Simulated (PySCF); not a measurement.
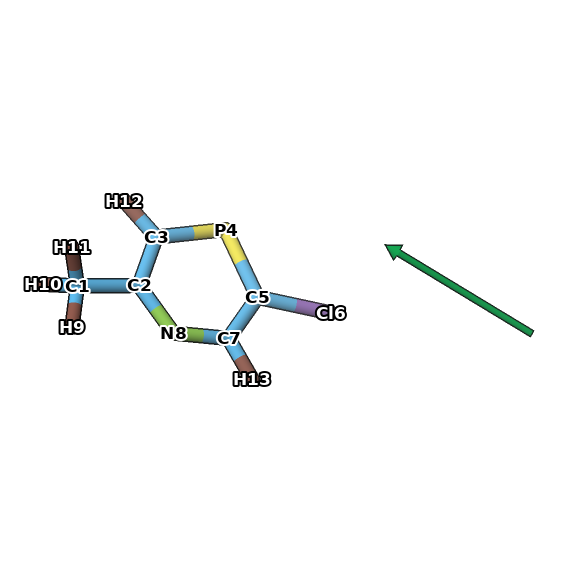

The arrow beside the molecule shows the direction of the dipole moment, from the negative to the positive end (its length means nothing). The computed structure is the end point of a GFN2-xTB optimisation. No frequency run is at hand to confirm it as a minimum. Method: CAM-B3LYP/def2-SVPD, gas phase (PySCF 2.14.0).

Question: How large is the dipole moment?

Answer: 2.04 D; it points from the side of Cl6 to the side of H10, H11 (the outermost atoms at the two ends).

The geometry is semi-empirical. Around P such bond lengths and angles can be off by a tenth of an ångström or more and by several degrees, and values that hang on the shape move with them.
